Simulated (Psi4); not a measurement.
# wB97M-V/def2-SVP (core potential, sweep point 7) run of SnH3OF (SMILES [OH][SnH2][F])

What is the vertical electron affinity of SnH3OF at wB97M-V/def2-SVP (core potential, sweep point 7)? 

The results are computed with Psi4 1.11.

4 further runs of the same task are left out: 4 set aside as unsound or not needed.

## Step 1: Starting point

SnH3OF has 6 atoms, charge 0, and is taken as a singlet. SMILES: `[OH][SnH2][F]`. Geometry: relaxed at PBE0-D4/def2-TZVP. This is one conformer, not always the lowest.

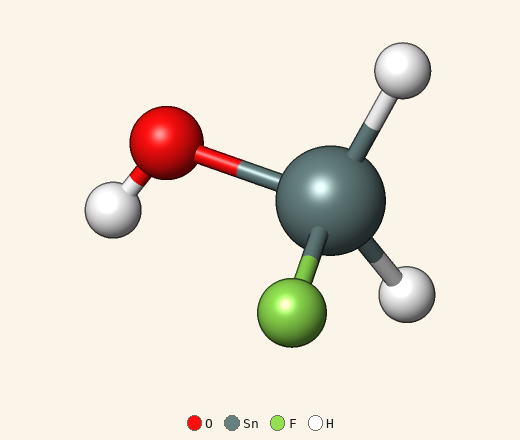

The structure, seen from a chosen angle (oxygen red, tin teal, fluorine green, hydrogen white).

## Step 2: The energy at wB97M-V/def2-SVP (core potential, sweep point 7)

Contents of fh3osn.inp:

```
memory 1.6 GB

molecule m {
  0 1
  O     -1.414400    -0.333000    -0.425000
  Sn     0.302300     0.255900     0.283700
  F      1.409100    -1.315100     0.302100
  H     -1.368600    -0.685700    -1.316700
  H      1.096100     1.317100    -0.782100
  H      0.017500     0.696700     1.891900
  units angstrom
  symmetry c1
}

set {
  basis                def2-SVP
  reference            rks
  puream               true
  scf_type             pk
  dft_radial_points    150
  dft_spherical_points 974
}

energy("wb97m-v")
```

The run is started by

```sh
$ psi4 -i fh3osn.inp -o fh3osn.out -n 1
```

fh3osn.out:

```text
[...]
    !!!  WARNING: ECP capability is in beta. Please check occupations closely.  !!!
[...]
  Running in c1 symmetry.
[...]
  Nuclear repulsion =  145.590402924990826
[...]
  Multiplicity = 1
[...]
  Nalpha       = 21
  Nbeta        = 21
[...]
    Number of basis functions: 69
[...]
   @RKS iter   1:  -390.73736443165109   -1.91159e+00   1.03544e-02 DIIS/ADIIS
[...]
   @RKS iter   9:  -390.93394047720039   -1.37003e-08   2.04131e-07 DIIS
[...]
    Orbital Energies [Eh]
    ---------------------
    Doubly Occupied:
       1A    -24.847898     2A    -19.335020     3A     -5.287778
       4A     -3.620490     5A     -3.618927     6A     -3.617005
       7A     -1.246705     8A     -1.193044     9A     -1.178526
      10A     -1.176034    11A     -1.175116    12A     -1.151767
      13A     -1.067059    14A     -0.654350    15A     -0.560436
      16A     -0.497482    17A     -0.494486    18A     -0.476217
      19A     -0.440662    20A     -0.426063    21A     -0.407050
[...]
  @RKS Final Energy:  -390.93394047720039
   => Energetics <=
    Nuclear Repulsion Energy =            145.5904029249908262
    One-Electron Energy =                -911.5515148069611087
    Two-Electron Energy =                 402.0520844197694714
    DFT Exchange-Correlation Energy =     -27.1907771297360483
    Empirical Dispersion Energy =           0.0000000000000000
    VV10 Nonlocal Energy =                  0.1658641147364396
    Total Energy =                       -390.9339404772003945
[...]
 Multipole Moments:
 ------------------------------------------------------------------------------------
     Multipole            Electronic (a.u.)      Nuclear  (a.u.)        Total (a.u.)
 ------------------------------------------------------------------------------------
 L = 1.  Multiply by 2.5417464519 to convert [e a0] to [Debye]
 Dipole X            :          5.5049192           -5.5037722            0.0011469
 Dipole Y            :         15.9903042          -15.1119238            0.8783804
 Dipole Z            :          6.0484876           -6.3430160           -0.2945284
 Magnitude           :                                                    0.9264451
[...]
```

Wall time 56 s (1 thread of AMD EPYC 9R45 (Zen 5), shared host); peak memory 1.2 GiB.

## Step 3: The doublet anion

Contents of job.dat:

```
memory 1.6 GB

molecule {
  -1 2
  O     -1.414400    -0.333000    -0.425000
  Sn     0.302300     0.255900     0.283700
  F      1.409100    -1.315100     0.302100
  H     -1.368600    -0.685700    -1.316700
  H      1.096100     1.317100    -0.782100
  H      0.017500     0.696700     1.891900
  symmetry c1
}

set globals {
  basis                def2-SVP
  reference            uks
  puream               true
  scf_type             pk
  dft_radial_points    150
  dft_spherical_points 974
  maxiter              150
}

energy_value = energy("wb97m-v")
```

The run is started by

```sh
$ psi4 -n 1 job.dat job.out
```

job.out:

```text
[...]
    !!!  WARNING: ECP capability is in beta. Please check occupations closely.  !!!
[...]
  Running in c1 symmetry.
[...]
  Nuclear repulsion =  145.590402924990826
[...]
  Multiplicity = 2
[...]
  Nalpha       = 22
  Nbeta        = 21
[...]
    Number of basis functions: 69
[...]
   @UKS iter   1:  -390.58401048549911   -1.75824e+00   1.19204e-02 DIIS/ADIIS
[...]
   @UKS iter  29:  -390.86198323475116   -1.36112e-08   1.90142e-07 DIIS
[...]
   @S^2 Observed:                7.516872910E-01
[...]
    Orbital Energies [Eh]
    ---------------------
    Alpha Occupied:
       1A    -24.641889     2A    -19.083861     3A     -5.042662
       4A     -3.374878     5A     -3.373073     6A     -3.372584
       7A     -1.034048     8A     -0.947688     9A     -0.935609
      10A     -0.931599    11A     -0.930198    12A     -0.917545
      13A     -0.828039    14A     -0.430015    15A     -0.334486
      16A     -0.291926    17A     -0.291591    18A     -0.269977
      19A     -0.227598    20A     -0.203710    21A     -0.174935
      22A      0.075362
    Alpha Virtual:
      23A      0.263670    24A      0.281198    25A      0.344180
[...]
  @UKS Final Energy:  -390.86198323475116
   => Energetics <=
    Nuclear Repulsion Energy =            145.5904029249908262
    One-Electron Energy =                -921.1928170962441982
    Two-Electron Energy =                 411.8802274289381558
    DFT Exchange-Correlation Energy =     -27.3073090151161928
    Empirical Dispersion Energy =           0.0000000000000000
    VV10 Nonlocal Energy =                  0.1675125226802194
    Total Energy =                       -390.8619832347511647
[...]
 Multipole Moments:
 ------------------------------------------------------------------------------------
     Multipole            Electronic (a.u.)      Nuclear  (a.u.)        Total (a.u.)
 ------------------------------------------------------------------------------------
 L = 1.  Multiply by 2.5417464519 to convert [e a0] to [Debye]
 Dipole X            :          6.0801229           -5.5037722            0.5763506
 Dipole Y            :         15.4959826          -15.1119238            0.3840588
 Dipole Z            :          6.5251832           -6.3430160            0.1821672
 Magnitude           :                                                    0.7161467
[...]
```

It took 3.5 min on 1 thread of AMD EPYC 9R45 (Zen 5), shared host; peak memory 1.2 GiB.

## Step 4: Results

At wB97M-V/def2-SVP (core potential, sweep point 7):

```
                                         quantity          value
                     singlet SnH3OF: total energy  -390.93394 Eh
                    singlet SnH3OF: dipole moment         2.35 D
                      singlet SnH3OF: HOMO energy      -11.08 eV
                      singlet SnH3OF: LUMO energy        1.73 eV
                    singlet SnH3OF: HOMO–LUMO gap       12.81 eV
                      doublet anion: total energy  -390.86198 Eh
doublet anion: HOMO energy (highest over α and β)        2.05 eV
 doublet anion: LUMO energy (lowest over α and β)        7.16 eV
                              doublet anion: ⟨S²⟩          0.752
vertical electron affinity (to the doublet anion)      -1.958 eV
```

What this shows: The anion lies 1.96 eV (189 kJ/mol) above the neutral: the electron isn't bound at this level, and such a value depends on the basis. Without diffuse functions anions come out too high. The HOMO (doublet anion) lies at positive energy, 2.05 eV; only total energies tell whether the electron is bound.
